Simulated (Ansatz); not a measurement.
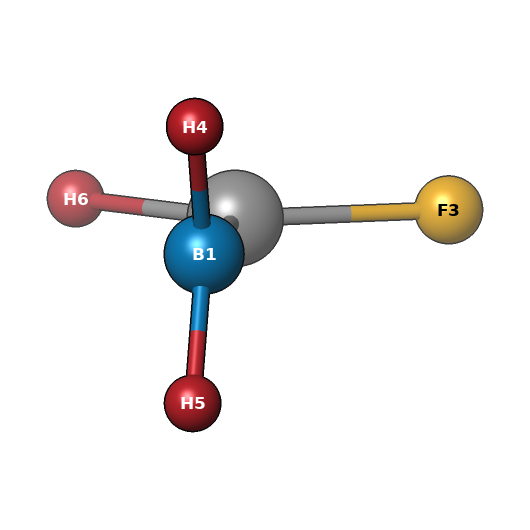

Al2 lies behind B1. The molecule seen nearly along the B1–Al2 bond, B1 in front. Depth is shown by fading: the farther an atom, the more it takes the colour of the background. Computed geometry: PBE0-D4/def2-TZVP optimisation. No frequency run is at hand to confirm it as a minimum.

What is the torsion angle H4–B1–Al2–F3? The sign is positive where the front bond must turn clockwise to cover the back bond.

Answer. 90°, about perpendicular.
